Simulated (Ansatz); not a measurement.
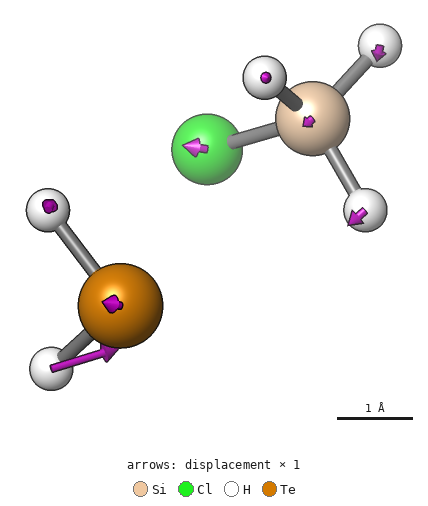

This is a relaxation of SiH$_{5}$TeCl (coarse preliminary run). The starting structure is drawn; purple arrows show the displacements, at their true length. The two geometries are superimposed by the best rigid fit.

Style: ball-and-stick. Shown from a free direction.

All numbers below come from RKS PBE-D4/def2-SVP in Ansatz 0.2.0. Set-up: force threshold 0.03 eV/Å; at most 250 steps.

> Atoms of which element are displaced furthest, and by how much?

Hydrogen: up to 1.01 Å, against 0.37 Å for chlorine.

> What did the optimiser do to the structure, and how much energy did it gain?

The energy falls by 0.177 eV in 14 accepted moves (18 points after the start). Largest force component: 1.2 eV/Å at the start, 0.03 eV/Å at the end. The line search rejected the trial steps at points 6, 9, 13, 16 of the run. The atom that moves furthest after the best rigid fit is an H atom (1.01 Å). By element the largest moves are H 1.01 Å, Cl 0.37 Å, Te 0.34 Å, Si 0.19 Å. Near-neighbour distances that change, for instance: Cl–Si 2.009 → 2.088 Å, H–Si 1.456 → 1.499 Å, H–Te 1.640 → 1.679 Å.

Limits of the set-up: the start holds two separate molecules, 3.4 Å apart at their closest, whose relative position is a soft coordinate.
